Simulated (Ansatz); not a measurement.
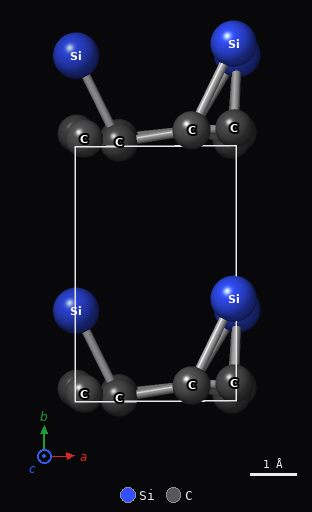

Starting structure of crystalline SiC₄ (a generated structure, set up in P1) (coarse preliminary run). Style: ball-and-stick. Shown: the cell of the calculation, repeated 1 × 2 × 1 with one cell outlined, along the c axis.

Level of theory: Ansatz, DFT PBE, scalar-relativistic, plane waves, PAW.

Input file:
```yaml
crystal:
  lattice:
    - [-3.5370231769, 0.0070029786, -0.0128540829]
    - [-0.0203805595, 0.0008852728, -5.5994086808]
    - [0.0140059573, -7.2474456027, 0.0011166886]
  atoms:
    - { symbol: Si, position: [-0.016811912, 0.3996859151, -0.0130735475] }
    - { symbol: Si, position: [0.0060252774, 0.3572826682, 0.5041495162] }
    - { symbol: C, position: [0.0553056754, 0.0318790602, 0.8443440951] }
    - { symbol: C, position: [-0.0297926724, 0.0233732857, 0.3358905351] }
    - { symbol: C, position: [0.2720305399, 0.033027895, 0.0179411669] }
    - { symbol: C, position: [0.2714276595, 0.0155343023, 0.495503458] }
    - { symbol: C, position: [-0.011974666, 0.0680010532, 0.6567883072] }
    - { symbol: C, position: [0.0094196507, 0.0515679854, 0.1458334133] }
    - { symbol: C, position: [0.7228337366, 0.061714204, -0.0044838034] }
    - { symbol: C, position: [0.7215367108, 0.0599336314, 0.5171068592] }
basis:
  ecutwfc: 420
kpoints:
  mp_grid: { grid: [6, 4, 4] }
hamiltonian:
  xc: pbe
scf:
  occupations: { method: gaussian, width: 0.2 }
  lower_state_search: "off"
output:
  forces: true
  stress: true
  eigenvalues: true
relax:
  adjacent_minimum: "off"
  f_tol: 0.025
  max_steps: 60
  cell: { stress_tol: 0.25 }
```

Run as
```bash
ansatz run input.yaml --threads 1 --pin off --max-ram 2560MiB --backend cpu --events-out ev --progress --plain --runs-dir out
```

### Where does the relaxation end?

Over 9 accepted moves (10 points after the start) the energy falls by 378 meV per atom. The largest force component goes from 9.7 to 0.016 eV/Å. Pressure: −2.70 GPa at the start and −0.08 GPa at the end. The SCF was repeated once at an unchanged geometry on a basis and grid sized afresh for the cell, which shifted the energy by 0.5 meV per atom at most. The largest move relative to the cell is that of Si1, 0.22 Å along [1 −3 1]. By element the largest moves are Si 0.22 Å, C 0.22 Å. The drawn cell changes as follows: a 3.537 → 3.546 Å (+0.2 %), b 5.599 → 5.569 Å (−0.5 %), c 7.247 → 7.087 Å (−2.2 %), α 90.0° → 90.1°, β 90.2° → 90.0°, γ 89.6° → 89.7°; the volume changes by −2.5 %. Some distances before and after: Si1–C3 2.317 → 2.061 Å, Si1–C5 2.297 → 2.056 Å, Si1–C8 2.266 → 2.061 Å, Si2–C4 2.236 → 2.061 Å. Among the angles between lasting bonds that change: C5–C3–C7 156.9° → 135.0°, C3–C5–C9 115.3° → 135.0°, C4–C10–C6 116.4° → 135.0°. The space group stays P1 (No. 1). The run took 4.7 min on 1 thread of Arm Neoverse V1 (shared host), peak memory 0.42 GiB.

History of the run:

```json
{"step": "0", "E − E(0), meV/atom": "0.00", "largest force component, eV/Å": "9.6610", "pressure, GPa": "-2.70", "volume, Å³/atom": "14.353", "note": ""}
{"step": "1", "E − E(0), meV/atom": "-275.33", "largest force component, eV/Å": "4.4091", "pressure, GPa": "-3.68", "volume, Å³/atom": "14.071", "note": ""}
{"step": "2", "E − E(0), meV/atom": "-359.06", "largest force component, eV/Å": "1.7149", "pressure, GPa": "3.10", "volume, Å³/atom": "13.528", "note": ""}
{"step": "3", "E − E(0), meV/atom": "-371.36", "largest force component, eV/Å": "0.9160", "pressure, GPa": "-1.22", "volume, Å³/atom": "13.428", "note": ""}
{"step": "4", "E − E(0), meV/atom": "-377.69", "largest force component, eV/Å": "0.2974", "pressure, GPa": "-0.05", "volume, Å³/atom": "13.498", "note": ""}
{"step": "5", "E − E(0), meV/atom": "-378.60", "largest force component, eV/Å": "0.1975", "pressure, GPa": "0.04", "volume, Å³/atom": "13.609", "note": ""}
{"step": "6", "E − E(0), meV/atom": "-378.42", "largest force component, eV/Å": "0.2663", "pressure, GPa": "0.47", "volume, Å³/atom": "13.781", "note": ""}
{"step": "7", "E − E(0), meV/atom": "-378.58", "largest force component, eV/Å": "0.0377", "pressure, GPa": "0.03", "volume, Å³/atom": "13.904", "note": ""}
{"step": "8", "E − E(0), meV/atom": "-378.51", "largest force component, eV/Å": "0.0471", "pressure, GPa": "0.03", "volume, Å³/atom": "13.961", "note": ""}
{"step": "9", "E − E(0), meV/atom": "-378.51", "largest force component, eV/Å": "0.0150", "pressure, GPa": "0.00", "volume, Å³/atom": "13.995", "note": ""}
{"step": "10", "E − E(0), meV/atom": "-378.01", "largest force component, eV/Å": "0.0162", "pressure, GPa": "-0.08", "volume, Å³/atom": "13.995", "note": "same geometry, new basis"}
```

The structure at the end:

```
CELL_PARAMETERS angstrom
-3.54574 0.00000 -0.00794
-0.01275 0.00614 -5.56924
-0.00002 -7.08720 0.00796
ATOMIC_POSITIONS crystal
Si 0.99835 0.36459 0.00043
Si 0.99803 0.36456 0.50050
C 0.00046 0.04614 0.85170
C 0.00048 0.04613 0.35173
C 0.29641 0.04708 0.99988
C 0.29645 0.04700 0.49989
C 0.00045 0.04612 0.64804
C 0.00045 0.04620 0.14807
C 0.70453 0.04709 0.99989
C 0.70438 0.04709 0.49988
```

After the run, drawn alike:

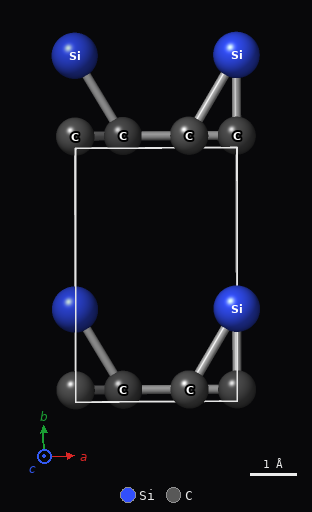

Limits of the set-up: layers or molecules are held without a dispersion correction, so their spacing is unreliable.
